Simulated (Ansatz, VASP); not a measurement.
# BiAs: VASP beside Ansatz

One calculation is typed for both programs; each brings its own data sets. How far apart do they land? The cell is generated by rule, not measured, and may not be a known phase. The cell is taken from a series of VASP runs on this material, whose earlier steps may have relaxed, scaled or displaced it; both programs get it as it stands. Valence electrons are named where the data sets of a main pair hold unlike numbers.

Method: plane waves, with VASP 6.6.1 beside it; band structure at PBEsol, spin-orbit coupling, in Ansatz 0.2.0.

The structure was built from a prototype and need not be the compound's stable phase.

**1. Set-up**

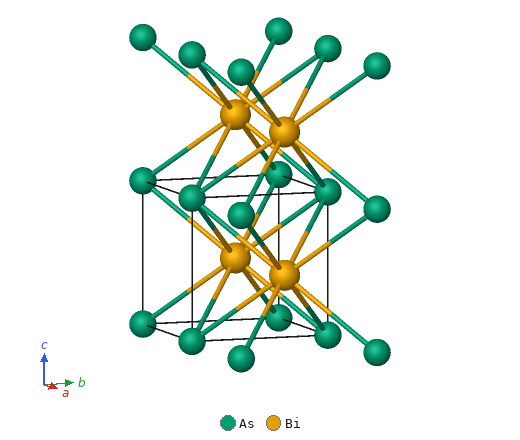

Start, viewed slightly off an axis; arsenic teal, bismuth orange. 2×1×2 cells are drawn. Some periodic images of atoms are drawn too.

Structure file:

```cif
data_structure
_symmetry_space_group_name_H-M 'Pm-3m'
_symmetry_Int_Tables_number 221
_cell_length_a 3.6979
_cell_length_b 3.6979
_cell_length_c 3.6979
_cell_angle_alpha 90.000
_cell_angle_beta 90.000
_cell_angle_gamma 90.000
_cell_volume 50.57
loop_
_atom_site_label
_atom_site_type_symbol
_atom_site_symmetry_multiplicity
_atom_site_Wyckoff_symbol
_atom_site_fract_x
_atom_site_fract_y
_atom_site_fract_z
_atom_site_occupancy
As1 As 1 a 0.00000 0.00000 0.00000 1
Bi1 Bi 1 b 0.50000 0.50000 0.50000 1
```

**2. VASP: band structure, PBEsol, spin-orbit coupling**

A single point gives forces, pressure and levels at one fixed geometry, so differences don't come from the geometry; what else differs is listed under the comparison.

Lines of VASP's logs that name or quote its potential files are left out, and so is its time.

INCAR reads:

```
SYSTEM = BiAs
PREC = Accurate
ENCUT = 400
EDIFF = 1E-06
NELM = 100
ISMEAR = 0
SIGMA = 0.02
LREAL = .FALSE.
ALGO = Normal
GGA = PS
LNONCOLLINEAR = .TRUE.
MAGMOM = 0 0 0 0 0 0
NBANDS = 32
GGA_COMPAT = .FALSE.
LASPH = .TRUE.
LSORBIT = .TRUE.
LORBIT = 11
LWAVE = .FALSE.
LCHARG = .FALSE.
KPAR = 4
ISIF = 2
```

POSCAR reads:

```
BiAs
1.0
    3.6979300000      0.0000000000      0.0000000000
    0.0000000000      3.6979300000      0.0000000000
    0.0000000000      0.0000000000      3.6979300000
As Bi
1 1
Direct
    0.0000000000      0.0000000000      0.0000000000
    0.5000000000      0.5000000000      0.5000000000
```

KPOINTS reads:

```
Automatic mesh
0
Gamma
8 8 8
0 0 0
```

KPOINTS_OPT reads:

```
Line mode
16
Line-mode
Reciprocal
  0.00000000   0.00000000   0.00000000 GAMMA
  0.00000000   0.50000000   0.00000000 X

  0.00000000   0.50000000   0.00000000 X
  0.50000000   0.50000000   0.00000000 M

  0.50000000   0.50000000   0.00000000 M
  0.00000000   0.00000000   0.00000000 GAMMA

  0.00000000   0.00000000   0.00000000 GAMMA
  0.50000000   0.50000000   0.50000000 R

  0.50000000   0.50000000   0.50000000 R
  0.00000000   0.50000000   0.00000000 X

  0.50000000   0.50000000   0.00000000 M
  0.50000000   0.50000000   0.50000000 R
```

Potentials, in the order of the species: As and Bi_d (PBE family, release 64).

The run is started by

```
mpirun -np 4 vasp_ncl
```

Numbers of over 12 decimals in the logs are rounded to 6 here.

The log of the run:

```text
[banner, memory and clock lines left out]
running    4 mpi-ranks, on    1 nodes
 distrk:  each k-point on    1 cores,    4 groups
 distr:  one band on    1 cores,    1 groups

 POSCAR found type information on POSCAR AsBi
 POSCAR found :  2 types and       2 ions
|                                                                             |
|               ----> ADVICE to this user running VASP <----                  |
|                                                                             |
|     You enforced a specific xc type in the INCAR file but a different       |
|     [... a line on the potential file left out ...]
|     I HOPE YOU KNOW WHAT YOU ARE DOING!                                     |
|                                                                             |

 LDA part: xc-table for (Slater+PW92), standard interpolation
 POSCAR, INCAR and KPOINTS ok, starting setup
 FFT: planning ... GRIDC
 FFT: planning ... GRID_SOFT
 FFT: planning ... GRID
 WAVECAR not read
 entering main loop
       N       E                     dE             d eps       ncg     rms          rms(c)
DAV:   1     0.174986430994E+03    0.17499E+03   -0.84866E+03  2240   0.116E+03
DAV:   2     0.704541374717E+01   -0.16794E+03   -0.16224E+03  2336   0.351E+02
DAV:   3    -0.920793156962E+01   -0.16253E+02   -0.15935E+02  2712   0.119E+02
DAV:   4    -0.978246476560E+01   -0.57453E+00   -0.57375E+00  2792   0.240E+01
DAV:   5    -0.980574073282E+01   -0.23276E-01   -0.23274E-01  3216   0.454E+00    0.165E+00
DAV:   6    -0.973625885607E+01    0.69482E-01   -0.17342E-01  3048   0.304E+00    0.923E-01
DAV:   7    -0.973574910521E+01    0.50975E-03   -0.27657E-02  2848   0.846E-01    0.447E-01
DAV:   8    -0.973489395625E+01    0.85515E-03   -0.26499E-03  2832   0.480E-01    0.241E-01
DAV:   9    -0.973474040375E+01    0.15355E-03   -0.43954E-04  2712   0.144E-01    0.451E-02
DAV:  10    -0.973472808676E+01    0.12317E-04   -0.24699E-04  2984   0.100E-01    0.247E-02
DAV:  11    -0.973472879457E+01   -0.70781E-06   -0.98506E-05  2776   0.884E-02    0.131E-02
DAV:  12    -0.973472453373E+01    0.42608E-05   -0.16393E-05  2784   0.352E-02    0.146E-03
DAV:  13    -0.973472469869E+01   -0.16496E-06   -0.24097E-06  2392   0.798E-03
   1 F= -.97347247E+01 E0= -.97342895E+01  d E =-.870311E-03  mag=     0.0000    -0.0000    -0.0000
 Start KPOINTS_OPT (optional k-point list driver)
k-point batch [1-35\96]
       N       E                     dE             ncg
DAV:   1     0.167801380404E+04   -0.10878E+05     2240
DAV:   2    -0.435592352432E+04   -0.60339E+04     2304
DAV:   3    -0.498003712954E+04   -0.62411E+03     2704
DAV:   4    -0.500333959673E+04   -0.23302E+02     2784
DAV:   5    -0.500418850547E+04   -0.84891E+00     3176
DAV:   6    -0.500420737465E+04   -0.18869E-01     3104
DAV:   7    -0.500420790366E+04   -0.52900E-03     3208
DAV:   8    -0.500420790968E+04   -0.60241E-05     2800
DAV:   9    -0.500420790984E+04   -0.16161E-06     1800
[...]
k-point batch [71-96\96]
       N       E                     dE             ncg
DAV:   1     0.740220304453E+04   -0.14723E+05     1664
DAV:   2     0.304775957949E+04   -0.43544E+04     1720
DAV:   3     0.263290281146E+04   -0.41486E+03     2032
DAV:   4     0.261827598077E+04   -0.14627E+02     2224
DAV:   5     0.261788832996E+04   -0.38765E+00     2304
DAV:   6     0.261787819475E+04   -0.10135E-01     2448
DAV:   7     0.261787806584E+04   -0.12892E-03     2288
DAV:   8     0.261787806248E+04   -0.33617E-05     1952
DAV:   9     0.261787806232E+04   -0.15563E-06     1320
```

Parts of OUTCAR (step 2):

```text
ion  position               nearest neighbor table
   1  0.000  0.000  0.000-   2 3.20   2 3.20   2 3.20   2 3.20   2 3.20   2 3.20   2 3.20   2 3.20

  LATTYP: Found a simple cubic cell.
 ALAT       =     3.6979300000

 Subroutine GETGRP returns: Found 48 space group operations
 (whereof 48 operations were pure point group operations)

The static configuration has the point symmetry O_h .

 Found     35 irreducible k-points:

   k-points           NKPTS =     35   k-points in BZ     NKDIM =     35   number of bands    NBANDS=     32

   dimension x,y,z NGX =    24 NGY =   24 NGZ =   24
   dimension x,y,z NGXF=    48 NGYF=   48 NGZF=   48

   ENCUT  =  400.0 eV  29.40 Ry    5.42 a.u.   6.03  6.03  6.03*2*pi/ulx,y,z

   NELECT =      20.0000    total number of electrons

 k-points in reciprocal lattice and weights: Automatic mesh
   0.00000000  0.00000000  0.00000000       0.002
   0.12500000  0.00000000  0.00000000       0.012
   0.25000000  0.00000000  0.00000000       0.012
   0.37500000  0.00000000  0.00000000       0.012
   0.50000000  0.00000000  0.00000000       0.006
   0.12500000  0.12500000  0.00000000       0.023
   0.25000000  0.12500000  0.00000000       0.047
   0.37500000  0.12500000  0.00000000       0.047
   0.50000000  0.12500000  0.00000000       0.023
[...]
0.50000000  0.50000000  0.37500000       0.012
   0.50000000  0.50000000  0.50000000       0.002

 average (electrostatic) potential at core
       1 -47.6745       2-103.6868

 E-fermi :   6.8302

 k-point     1 :       0.0000    0.0000    0.0000
  band No.  band energies     occupation
    ...
     16       4.3388      1.00000
     17       5.3884      1.00000
     18       5.3884      1.00000
     19       5.3884      1.00000
     20       5.3884      1.00000
     21      10.8493      0.00000
     22      10.8493      0.00000
     23      10.8493      0.00000
     24      10.8493      0.00000
     25      10.9317      0.00000
    ...

 k-point     2 :       0.1250    0.0000    0.0000
  band No.  band energies     occupation
    ...
     16       4.3916      1.00000
     17       5.3320      1.00000
     18       5.3320      1.00000
     19       5.5643      1.00000
     20       5.5643      1.00000
     21      10.3821      0.00000
     22      10.3821      0.00000
     23      10.9860      0.00000
     24      10.9860      0.00000
     25      11.6187      0.00000
    ...

 k-point     3 :       0.2500    0.0000    0.0000
  band No.  band energies     occupation
    ...
     16       4.5827      1.00000
     17       5.6242      1.00000
     18       5.6242      1.00000
     19       6.0751      1.00000
     20       6.0751      1.00000
     21       9.0522      0.00000
     22       9.0522      0.00000
     23      10.6096      0.00000
     24      10.6096      0.00000
     25      11.3874      0.00000
    ...

  Total       -0.9439560     -0.9439560     -0.9439560     -0.0000000      0.0000000     -0.0000000
  in kB      -29.9079236    -29.9079236    -29.9079236     -0.0000000      0.0000000     -0.0000000
  external PRESSURE =     -29.9079236 kB  Pullay stress =       0.0000000 kB

  energy-cutoff  :      400.00
  volume of cell :       50.57
      direct lattice vectors                 reciprocal lattice vectors
     3.697930000  0.000000000  0.000000000     0.270421560  0.000000000  0.000000000
     0.000000000  3.697930000  0.000000000     0.000000000  0.270421560  0.000000000
     0.000000000  0.000000000  3.697930000     0.000000000  0.000000000  0.270421560

 POSITION                                       TOTAL-FORCE (eV/Angst)
 -----------------------------------------------------------------------------------
      0.00000      0.00000      0.00000         0.000000      0.000000      0.000000
      1.84896      1.84896      1.84896         0.000000      0.000000      0.000000
 -----------------------------------------------------------------------------------
    total drift:                                0.000000     -0.000000     -0.000000

  FREE ENERGIE OF THE ION-ELECTRON SYSTEM (eV)
  ---------------------------------------------------
  free  energy   TOTEN  =        -9.7347246987 eV

  energy  without entropy=       -9.7338543873  energy(sigma->0) =       -9.73428954

 Spin-Orbit-Coupling matrix elements
 Ion:    1  E_soc:     -0.0335681
 Ion:    2  E_soc:     -1.5508575

 total charge
# of ion       s       p       d       tot
------------------------------------------
    1        1.319   1.289   0.026   2.633
    2        1.563   1.175   9.941  12.679
--------------------------------------------------
tot          2.881   2.464   9.967  15.312

 magnetization (x)
# of ion       s       p       d       tot
------------------------------------------
    1       -0.000   0.000   0.000  -0.000
    2        0.000   0.000  -0.000  -0.000
--------------------------------------------------
tot         -0.000   0.000  -0.000  -0.000

 magnetization (y)
# of ion       s       p       d       tot
------------------------------------------
    1       -0.000  -0.000  -0.000  -0.000
    2        0.000   0.000   0.000   0.000
--------------------------------------------------
tot          0.000  -0.000  -0.000  -0.000

 magnetization (z)
# of ion       s       p       d       tot
------------------------------------------
    1        0.000   0.000   0.000   0.000
    2       -0.000   0.000   0.000  -0.000
--------------------------------------------------
tot         -0.000   0.000   0.000  -0.000

[... 3 further parts left out ...]
```

The run ends at a pressure of -2.99 GPa.

(Continued in part 2 of 2.)

[Lines on the potential files, build, host, timing and source positions are cut from VASP's logs without a mark.]

[Logs are printed without paths, hosts, clocks, repeated set-up lines and the standing remarks that a program may print on its own settings, such as how far it seeks lower states.]

[Hosts, paths, dates, database ids (printed as entryN), source tags and the programs' standing remarks are cut or masked in the printed files.]
